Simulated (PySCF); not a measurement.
# Re2Se: singlet, from a linear start

Aim: relax Re2Se as a singlet from a linear start, check by its vibrations whether the end is a minimum, and collect its spectrum and constants.

The runs use PySCF 2.14.0; PBE0, basis Se def2-TZVP, Re def2-TZVP with ECP60, scalar-relativistic core potentials, no spin–orbit coupling, density fitting.

### Step 1. Where the work starts

3 atoms, charge 0, spin multiplicity 1.

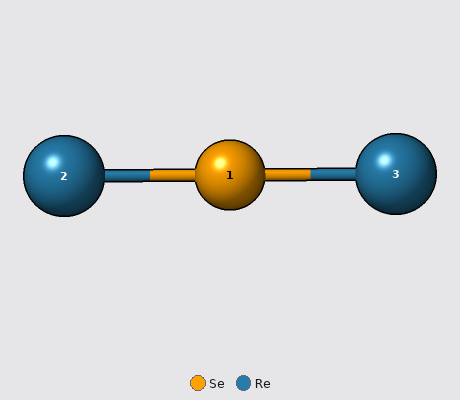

The starting geometry (selenium orange, rhenium blue); atoms are numbered from 1 in the order of the file.

Coordinates in bohr (charge 0 multiplicity 1):
```
Se    0.0000    0.0000    0.0000
Re    0.0000    0.0000    4.6676
Re    0.0000    0.0000   -4.6676
```

### Step 2. Relaxation: linear start, singlet

The steps below are one call of a driver around PySCF. For each, scf.py gives the equivalent set-up of the SCF; relaxations use the driver's own optimiser. Before each start the driver seeks the lowest SCF state from one or more starting densities and follows internal instabilities, so scf.py alone need not reach the same state.

The program finds D∞h symmetry in the start, which this walk keeps. Threshold on the gradient: 0.0003 Eh/bohr, with a further test on the energy change.

File scf.py:

```python
from pyscf import gto, scf, dft
mol = gto.M(atom='''
Se     0.000000     0.000000     0.000000
Re     0.000000     0.000000     2.470000
Re     0.000000     0.000000    -2.470000''',
    basis={'Se': 'def2-TZVP', 'Re': 'def2-TZVP'},
    ecp={'Re': 'def2-TZVP'},
    charge=0, spin=0)
mf = dft.RKS(mol, xc='PBE0')
mf.grids.atom_grid = (50, 194)
aux = {'Se': 'def2-universal-JKFIT', 'Re': 'def2-universal-JKFIT'}
mf = mf.density_fit(auxbasis=aux)
mf.kernel()
```

Energy and gradient, step by step:

| step | energy (Eh) | change (kJ/mol) | largest symmetric gradient (Eh/bohr) |
| --- | --- | --- | --- |
| 0 | -2557.467542 | 0.00 | 0.08635 |
| 1 | -2557.516970 | -129.77 | 0.05821 |
| 2 | -2557.524214 | -148.79 | 0.06462 |
| 3 | -2557.533716 | -173.74 | 0.01197 |
| 4 | -2557.534191 | -174.99 | 0.00256 |
| 5 | -2557.534213 | -175.04 | 0.00015 |
| 6 | -2557.534213 | -175.04 | 0.00000 |

The walk took 30 s on 4 threads, shared host.

Geometry (Å) and forces (eV/Å) at some steps:

```
step 0
Se   0.000   0.000   0.000   0.000   0.000   0.000
Re   0.000   0.000   2.470   0.000   0.000  -4.440
Re   0.000   0.000  -2.470   0.000   0.000   4.440
step 1
Se   0.000   0.000   0.000   0.000   0.000   0.000
Re   0.000   0.000   2.296   0.000   0.000  -2.993
Re   0.000   0.000  -2.296   0.000   0.000   2.993
step 3
Se   0.000   0.000   0.000   0.000   0.000   0.000
Re   0.000   0.000   2.178   0.000   0.000  -0.615
Re   0.000   0.000  -2.178   0.000   0.000   0.615
step 6
Se   0.000   0.000   0.000   0.000   0.000   0.003
Re   0.000   0.000   2.157   0.000   0.000  -0.002
Re   0.000   0.000  -2.157   0.000   0.000  -0.002
```

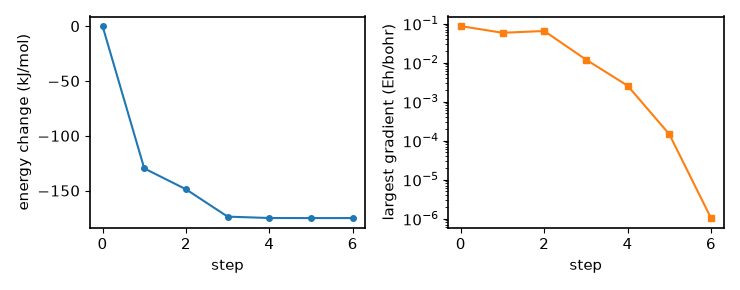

Energy and largest gradient along the walk.

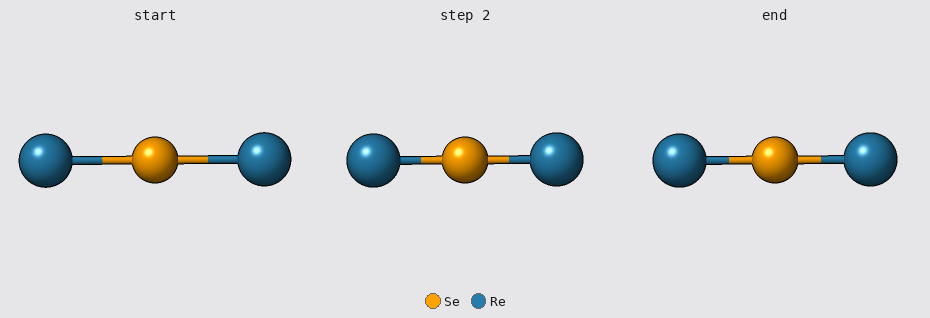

Start and end of the relaxation, with a step between.

After 6 steps and 175.0 kJ/mol it ends at D∞h: Se–Re 2.157 Å (×2); Re–Se–Re 180.0°.

### Step 3. Hessian and properties

The point is checked on the finer grid, and tightened if its gradient asks for it. The Hessian and the dipole derivatives come from central differences of analytic gradients, with steps of 0.01 bohr.

Changes to scf.py since step 2:

```diff
@@ -3,3 +3,3 @@
-Se     0.000000     0.000000     0.000000
-Re     0.000000     0.000000     2.470000
-Re     0.000000     0.000000    -2.470000''',
+Se    -0.000000     0.000000     0.000000
+Re     0.000000     0.000000     2.156801
+Re    -0.000000    -0.000000    -2.156801''',
@@ -10 +10 @@
-mf.grids.atom_grid = (50, 194)
+mf.grids.atom_grid = (75, 302)
```

The driver hands on the density of the step before, so the log starts near convergence.

Log of the central SCF (cycles and frontier levels):

```text
init E= -2557.53410729207
  HOMO = -0.205334380135348  LUMO = -0.114659999891007  gap/eV = 2.46738
cycle= 1 E= -2557.53410729207  delta_E= 6.37e-12  |g|= 9.18e-06  |ddm|= 1.55e-05
  HOMO = -0.205335869362941  LUMO = -0.114660684761761  gap/eV = 2.46740
Extra cycle  E= -2557.53410729202  delta_E= 4.41e-11  |g|= 1.61e-05  |ddm|= 2.34e-05
converged SCF energy = -2557.53410729202
```

The whole step took 29 s.

Geometry: D∞h; Se–Re 2.157 Å (×2); Re–Se–Re 180.0°.

Harmonic modes (main isotopes):

```
symmetry  ω (cm⁻¹)  IR (km/mol)   μ (u)
      πu        77          5.8   88.88
     σg+       210          0.0  186.96
     σu+       499         84.3   88.88
```

Every mode is real; the point is a minimum.

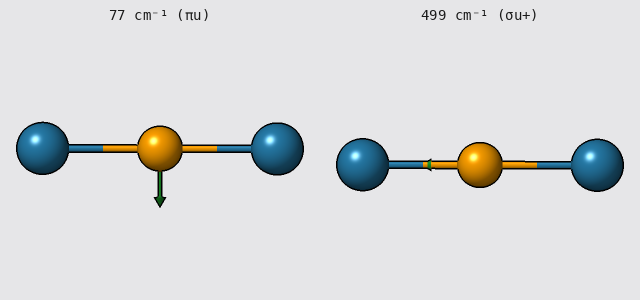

Displacements of 2 of the modes, as arrows (one member where a mode is degenerate).

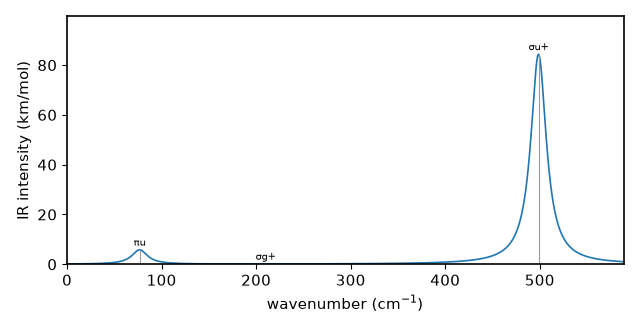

The harmonic infrared spectrum (widths in cm⁻¹). Lines are broadened to a width of 20 cm⁻¹ (Lorentzian).

Properties at this point:

| Item | Value |
| --- | --- |
| Dipole moment | 0.00 D |
| Highest occupied level | -5.59 eV |
| Lowest empty level | -3.12 eV |
| Rotational constants | 0.009692 cm⁻¹ |
| Zero-point energy | 5.2 kJ/mol |
| Principal polarisabilities | 110.4, 110.4, 295.4 bohr³ |
| Atomisation energy without zero-point energy | -11 kJ/mol |
| Principal traceless quadrupole moments about the centre of mass | -12.26, -12.26, 24.52 D Å |
| Entropy at 298.15 K and 1 bar | 315.2 J/(mol K) |
| Heat capacity Cp at 298.15 K | 58.4 J/(mol K) |
| Enthalpy at 298.15 K above 0 K | 14.80 kJ/mol |
| Rotational symmetry number | 2 |

Populations by atom (charges in e):

```json
{"atom": "Se1", "Mulliken": "0.12", "Löwdin": "0.40", "polar tensor": "0.50", "Mayer order to Se1": "–"}
{"atom": "Re2,3", "Mulliken": "-0.06", "Löwdin": "-0.20", "polar tensor": "-0.25", "Mayer order to Se1": "1.93"}
```

Outer orbital energies (eV). occupied: -9.28, -9.28, -5.86, -5.79, -5.79, -5.68, -5.65, -5.59; empty: -3.12, -2.83, -2.74, -2.61.

Mulliken populations on Se1: s 7.81, p 15.75, d 10.29, f 0.03.

### Step 4. Would spin polarisation lower it?

At the lowest minimum the closed shell is tested against spin polarisation, on the (50, 194) grid. It is unstable: an open-shell solution lies lower. That solution was not followed to a minimum here.

### Step 5. Summary of results

| quantity | value |
| --- | --- |
| minimum | singlet, D∞h (closed shell, unstable towards spin polarisation) |
| geometry | Se–Re 2.157 Å (×2); Re–Se–Re 180.0° |
| wavenumbers (cm⁻¹) | 77 (πu), 210 (σg+), 499 (σu+) |
| dipole moment | 0.00 D |
| highest occupied, lowest empty level | -5.59, -3.12 eV |
| polar-tensor charge of Se1 | +0.50 e |
| zero-point energy | 5.2 kJ/mol |

The molecule stays D∞h, as typed, and the end point is a minimum. The strongest infrared band lies at 499 cm⁻¹ (σu+). The dipole vanishes although Se1 carries +0.5 e by the polar tensor: the bond dipoles cancel. Other starts or spin states, not run here, may lie lower. Modes under about 90 cm⁻¹ are uncertain by tens of cm⁻¹. A stability analysis at the minimum finds the closed shell unstable towards spin polarisation: an open-shell solution lies lower, and these values are not those of the lowest state. Spin–orbit coupling, left out here, can matter for elements this heavy.

The search up to here took 1.7 min.
